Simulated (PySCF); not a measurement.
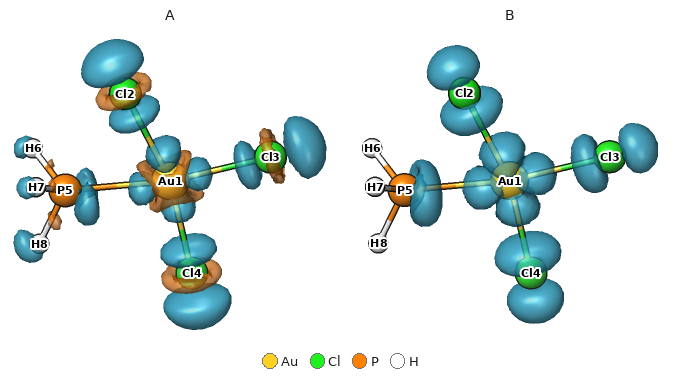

Figure 1: AuCl3(PH3) (AuCl3H3P). The Fukui function f⁺ from two separate SCF calculations and the density of the LUMO, at ±0.03 e/Å³ (light blue positive, orange negative).

Level of theory: PBE0/def2-SVP (PySCF), at a geometry from GFN2-xTB. Core potentials replace the inner electrons of Au; spin–orbit coupling isn't included. This is a single-reference result, which may miss multireference character in this system. No frequency check shows the geometry to be a minimum. GFN2-xTB bond lengths at metals and heavier atoms can be off by up to 0.1 Å and shapes distorted, which carries into these values.

Q: Which panel is which, and how good is the frozen-orbital picture?

A: A is f⁺ (it has negative regions), B the LUMO density. The LUMO lies on Au1 (33 %), Cl4 (18 %) and Cl2 (17 %); f⁺ (Hirshfeld-condensed) is largest on Cl4 (0.21), Cl2 (0.19) and Cl3 (0.18); the vertical electron affinity is 2.01 eV (the stability of the anion's solution wasn't checked; rough: the basis has no diffuse functions). Relaxation shifts 18 % of the electron between atoms. The orbital energy is −3.88 eV.
